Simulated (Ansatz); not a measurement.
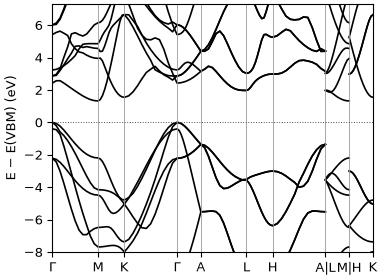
Fig. 1. Band structure from r²SCAN in the plane-wave PAW code Ansatz

**Question.** Read off the gap and where the band edges lie.

**Answer.** About 1.3 eV (1.33 eV by a search for the band edges); maximum at Γ, minimum at M.

**Question.** Which compound is it?
A. GaN, wurtzite
B. BAs, wurtzite
C. SiGe, wurtzite
D. Ge, P6_3/mmc (Ge on 4e, Ge on 4f)

**Answer.** B, BAs, wurtzite

Space group P6_3mc (wurtzite). The first step of the workflow began from a Materials Project structure, measured or hypothetical; the Crystallography Open Database copy checked does not list it. It is not the phase usual at ambient conditions (space group No. 216). The cell was relaxed with r²SCAN under the symmetry of its start; whether a distortion lowers the energy is not shown. Spin–orbit coupling is left out wherever it is not named.

Potentials: the earlier of the program's two PAW sets. The files were generated under PBE; for other functionals the program regenerates the frozen cores, and for LDA and PBEsol the local potential too.
